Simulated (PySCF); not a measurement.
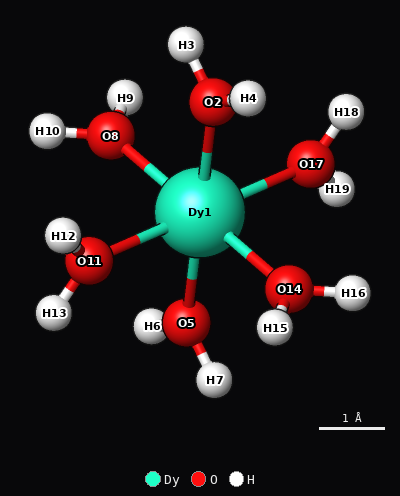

**Figure 1.** The input geometry (ball-and-stick view, seen at a tilt; atoms are numbered from 1 in the order of the input). Sticks mark near contacts.

Single-point calculation of DyH$_{12}$O$_{6}$ (charge +4)

- system: DyH$_{12}$O$_{6}$, charge +4
- method: RKS PBE0, Dy lcecp-2-SVP with ECP54, O def2-SVP, H def2-SVP; non-relativistic Hamiltonian with a scalar-relativistic core potential; density fitting (PySCF 2.14.0)

It belongs to a series of runs on one base structure; here: finer grid at the relaxed geometry.

### Output
```
init E= -500.151831442657
  HOMO = -1.0515400524442  LUMO = -0.764199095964427  gap/eV = 7.81895
cycle= 1 E= -500.151831449122  delta_E= -6.46e-09  |g|= 2.94e-05  |ddm|= 0.000356
  HOMO = -1.05154675871772  LUMO = -0.764204855579999  gap/eV = 7.81897
cycle= 2 E= -500.151831449094  delta_E= 2.8e-11  |g|= 3.45e-05  |ddm|= 4.07e-05
  HOMO = -1.05154325711523  LUMO = -0.764203647301355  gap/eV = 7.81891
cycle= 3 E= -500.151831449302  delta_E= -2.08e-10  |g|= 4.9e-06  |ddm|= 2.29e-05
  HOMO = -1.05154373873042  LUMO = -0.764202382017  gap/eV = 7.81896
Extra cycle  E= -500.151831449297  delta_E= 5e-12  |g|= 7.22e-06  |ddm|= 1.03e-05
converged SCF energy = -500.151831449297
```

The run was set up as follows.

### Input file
```python
mol = gto.M(atom='''
Dy     0.00000    -0.00000    -0.00000
O      0.00593    -0.00051     2.21881
H      0.78538    -0.00572     2.83207
H     -0.77023     0.00442     2.83623
O     -0.00593     0.00051    -2.21881
H      0.77024     0.00156    -2.83623
H     -0.78540    -0.00026    -2.83207
O      2.21906    -0.00593    -0.00593
H      2.83232    -0.78542    -0.01075
H      2.83649     0.77026    -0.00441
O      0.00593     2.21878     0.00049
H      0.01159     2.83394     0.77851
H      0.00357     2.83431    -0.77725
O     -2.21906     0.00593     0.00593
H     -2.83233     0.78542     0.00476
H     -2.83648    -0.77026     0.01040
O     -0.00593    -2.21878    -0.00049
H     -0.00743    -2.83430     0.77726
H     -0.00773    -2.83395    -0.77852''',
    basis={'Dy': 'lcecp-2-SVP', 'O': 'def2-SVP', 'H': 'def2-SVP'},
    ecp={'Dy': 'lcecp-2-SVP'},
    charge=4, spin=0)
mf = dft.RKS(mol, xc='PBE0')
mf.grids.atom_grid = (75, 302)  # f atoms: at least (60, 302), unpruned
mf = mf.density_fit()  # Dy AutoAux, O def2-universal-JKFIT, H def2-universal-JKFIT
mf.conv_tol = 1e-09; mf.max_cycle = 55
mf.kernel(dm0)
```

The script is an equivalent of the set-up of the self-consistent field. The run itself was carried out by a driver, which started from the orbitals of the step before it where there was one and computed the further properties.

Run as:
```bash
OMP_NUM_THREADS=4 python <driver script>
```

### Summary

| quantity | value |
| --- | --- |
| outcome | converged |
| total energy | −500.151831 hartree |
| HOMO | −28.61 eV |
| LUMO | −20.80 eV |
| largest force (length of the vector) | 0.003 eV/Å |
| hardware | 4 threads of Arm Neoverse V2, 24 GiB of memory available, shared host |
| wall time | 9.9 s (CPU time 40 s) |
| peak memory | 4.9 GiB |
